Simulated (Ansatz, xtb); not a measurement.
## Ligand exchange: C2H6Si + HOI → C2H6OSi + HI

Species: C2H6Si (vinylsilane) `C=C[SiH3]`, singlet; HOI `OI`, singlet; C2H6OSi `C=C[SiH2]O`, singlet; HI (hydrogen iodide), singlet. The partners trade H for OH: Si–H and I–OH bonds give way to Si–OH and I–H.

Shapes, held fixed at every level: PBE0-D4/def2-TZVP. Flexible molecules stand in one conformer, not always the lowest. Programs: Ansatz 0.2.0, xtb 6.7.1. The zero-point and thermal change to 298 K, harmonic and unscaled (PBE0-D4/def2-TZVP), is -0.2 kJ/mol.

```tsv
level	kind	ΔH(298 K) (kJ/mol)	less CCSD(T)/def2-TZVPP
GFN0-xTB	semi-empirical	-63.3	+180.2
HF/def2-SVP	Hartree–Fock	-266.8	-23.3
HF/def2-TZVPP	Hartree–Fock	-261.8	-18.3
SPW92/def2-TZVPP	LDA	-235.8	+7.7
B3LYP-D4/def2-TZVPP	global hybrid	-230.8	+12.7
wB97M-V/def2-TZVPP	range-separated hybrid	-239.8	+3.7
MP2/def2-SVP	perturbation theory	-255.3	-11.8
CCSD/def2-TZVPP	coupled cluster or CI	-248.3	-4.8
CCSD(T)/def2-TZVPP	coupled cluster or CI	-243.5	0.0
```

The highest level, CCSD(T)/def2-TZVPP, gives ΔH(298 K) = -243.5 kJ/mol; the levels span -266.8 to -63.3. GFN0-xTB strays far from the other rows. The column of differences is taken from that level and isn't an error. No measured value is set beside it here. For atoms past krypton def2 sets carry core potentials with scalar relativity. Correlated rows may include outer-core shells of I, which these sets cover unevenly.

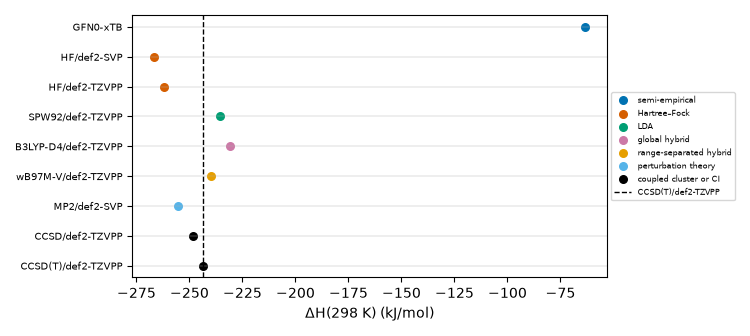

The values of the table, level by level.
